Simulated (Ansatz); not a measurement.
## Electronic structure of AlF2InO (SMILES [F][Al]([F])[O][In]) in real space

The calculation's input:

```
crystal:
  periodic: [false, false, false]
  atoms:
    - {symbol: Al, position_ang: [-0.190655, 0.757657, 0.454836]}
    - {symbol: F, position_ang: [-1.250296, 1.844322, 1.121276]}
    - {symbol: F, position_ang: [1.335434, 0.795730, 1.100931]}
    - {symbol: In, position_ang: [-1.154000, -1.571208, -2.261395]}
    - {symbol: O, position_ang: [-0.624964, -0.289741, -0.767368]}
basis:
  gaussian:
    orbitals: def2-TZVPD
output: {forces: true, orbitals: {seedname: orbitals}}
hamiltonian:
  xc: pbe0
```

Launched as:

```sh
ansatz run input.yaml --threads 1 --pin off --max-ram 2610MiB --events-out events.jsonl --progress --plain --runs-dir runs
```

Geometry: PBE0-D3(BJ)/def2-SVP; core potentials replace the inner electrons of In.

These are results of isolated molecule in a Gaussian basis; Kohn-Sham density functional theory, functional PBE0 in Ansatz, not measurements.

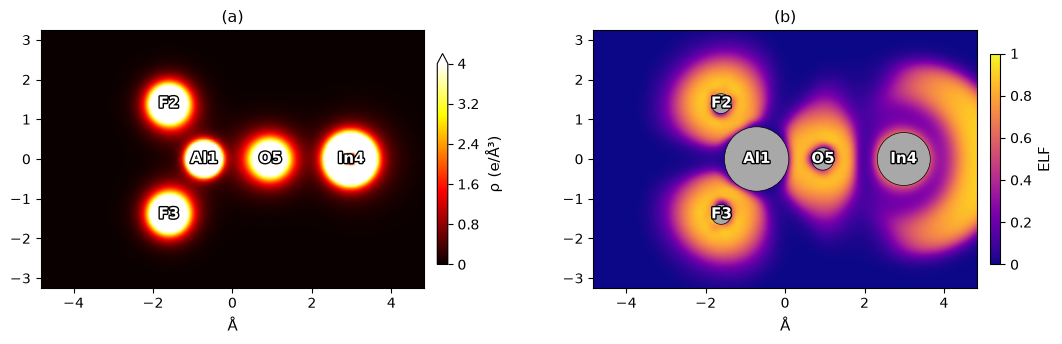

Figure 1. (a) electron density; (b) electron localisation function on the molecular plane. Grey discs cover the atomic cores in the ELF map.

Q: What does the map show?

A: The section cuts through Al, F, In and O sites. Al–F (1.66 Å): ρ at the midpoint is about 0.9 e/Å³; the ELF peaks at about 0.85 in the valence shell of F, 0.5 Å from its nucleus, and is about 0.40 at the midpoint. Al–O (1.67 Å): the density is about 0.97 e/Å³ at the midpoint; the ELF peaks at about 0.85 in the valence shell of O, 0.6 Å from its nucleus, and is about 0.40 at the midpoint. In–O (2.04 Å): ρ is about 0.66 e/Å³ halfway; the ELF peaks at about 0.85 in the valence shell of O, 0.6 Å from its nucleus, and drops to about 0.15 between the two atoms. The ELF also peaks beside F3, O5 and F2, away from the bonds: lone-pair regions.

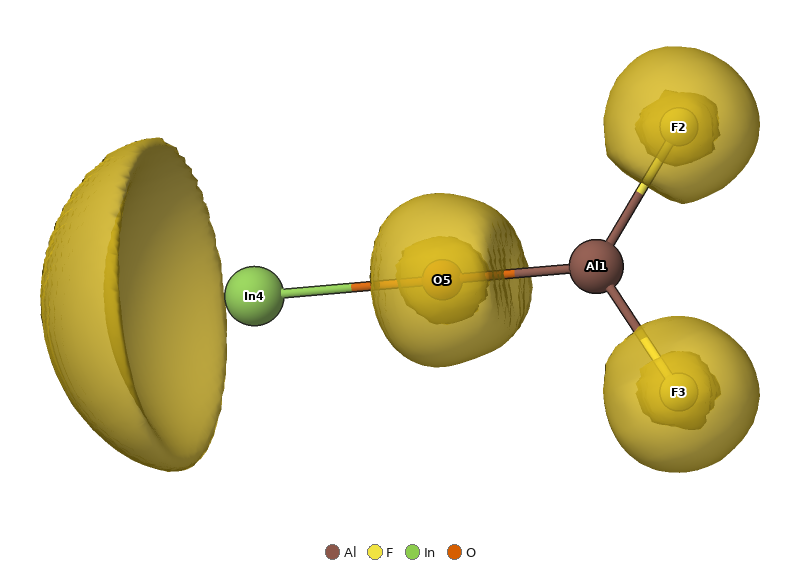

Figure 2. Isosurface of the electron localisation function at 0.75 (yellow), seen at a tilt. Core shells and regions of very low density are left out.

Q: What do the ELF domains correspond to?

A: At this value the surface marks out one lobe on In, pointing away from the bonds (lone pairs), two regions wrapped around F (the valence shell of each) and one region wrapped around O (its valence shell).

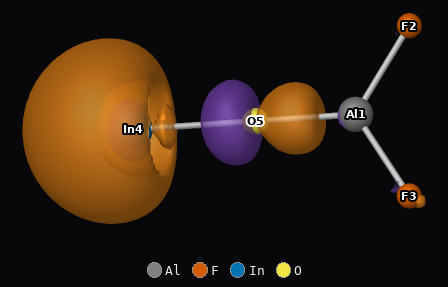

Figure 3. The HOMO at ±0.15 Å⁻³ᐟ² (orange and purple are the two phases), seen at a tilt.

Q: What is the character of this orbital?

A: It lies mainly on In4 (about 80 %) and O5 (about 15 %); it is symmetric in the molecular plane (an in-plane orbital: σ, lone-pair or in-plane π type). Its energy is −7.66 eV.
